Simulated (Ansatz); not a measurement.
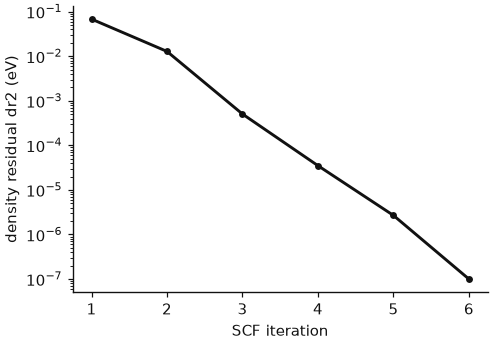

The plot shows the SCF iterations of a calculation: density residual dr2. The starting density is a sum of atomic densities corrected by a trained network.

SeS7Mg8 (16 atoms in the cell), run with Ansatz.

```
crystal:
  lattice:
    - [0.000000, 5.214112, 5.214112]
    - [5.214112, 0.000000, 5.214112]
    - [5.214112, 5.214112, 0.000000]
  atoms:
    - { symbol: Se, position: [0.750121, 0.226058, 0.254044] }
    - { symbol: S, position: [0.258909, 0.726842, 0.771657] }
    - { symbol: S, position: [0.236473, 0.746328, 0.265590] }
    - { symbol: S, position: [0.749435, 0.233058, 0.756439] }
    - { symbol: S, position: [0.241213, 0.257310, 0.738854] }
    - { symbol: S, position: [0.755124, 0.747219, 0.227840] }
    - { symbol: S, position: [0.259926, 0.244029, 0.261072] }
    - { symbol: S, position: [0.734411, 0.743369, 0.757372] }
    - { symbol: Mg, position: [0.982323, 0.006258, 0.004164] }
    - { symbol: Mg, position: [0.483414, 0.505430, 0.497709] }
    - { symbol: Mg, position: [0.008908, 0.992331, 0.519042] }
    - { symbol: Mg, position: [0.471201, 0.517413, 0.009424] }
    - { symbol: Mg, position: [0.999732, 0.497189, 0.023316] }
    - { symbol: Mg, position: [0.496920, 0.004820, 0.507336] }
    - { symbol: Mg, position: [0.483914, 0.007607, 0.002031] }
    - { symbol: Mg, position: [0.010034, 0.485909, 0.486224] }
kpoints:
  mp_grid: { grid: [2, 2, 2], shift: [0.5, 0.5, 0.5] }
hamiltonian:
  xc: pbesol
scf:
  occupations: { method: fermi_dirac, width: 0.01 }
  max_iter: 6
output:
  forces: true
  eigenvalues: true
  stress: true
```

Command:
```bash
ansatz run in.yaml --threads 7 --pin off --max-ram 13300MiB --runs-dir r --events-out ev --progress --plain
```

Was self-consistency reached?

Answer. The run gave up at step 6 without converging. The residual is still falling at the last step (down to 10⁻⁷).
